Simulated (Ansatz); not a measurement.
Consider this structure, Ge.

```
CELL_PARAMETERS angstrom
5.66000 0.00000 0.00000
0.00000 5.66000 0.00000
0.00000 0.00000 5.66000
ATOMIC_POSITIONS crystal
Ge 0.50000 0.00000 0.50000
Ge 0.25000 0.25000 0.25000
Ge 0.50000 0.50000 0.00000
Ge 0.25000 0.75000 0.75000
Ge 0.00000 0.00000 0.00000
Ge 0.75000 0.25000 0.75000
Ge 0.00000 0.50000 0.50000
Ge 0.75000 0.75000 0.25000
```

Structure used: the input geometry of an electronic-structure calculation (not necessarily at equilibrium).

### Predict the first 4 clear peaks of the X-ray G(r) with σ = 0.10 Å, and name the atom pairs.

1. 2.45 Å: Ge–Ge at 2.45 Å
2. 4.00 Å: Ge–Ge at 4.00 Å
3. 4.69 Å: Ge–Ge at 4.69 Å
4. 5.66 Å: Ge–Ge at 5.66 Å

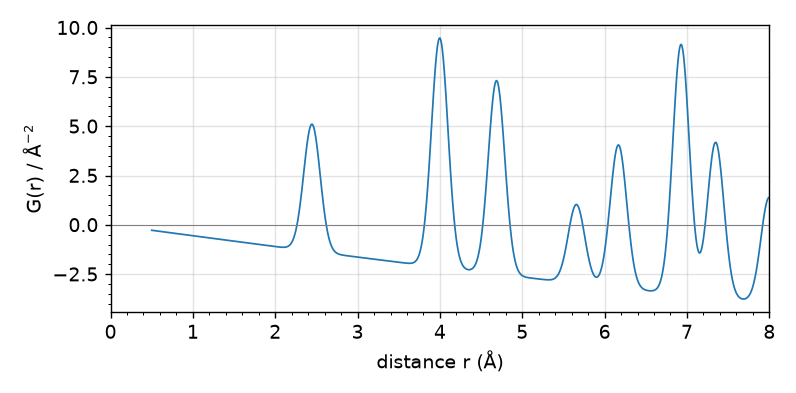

The curve is a calculated X-ray PDF: distances of the static structure, each pair weighted by the product of the atomic numbers (X-ray weights at Q = 0), broadened by Gaussians with σ = 0.10 Å, damped by exp(−(Q_damp r)²/2) with Q_damp = 0.060 Å⁻¹. There is no Q-range truncation.
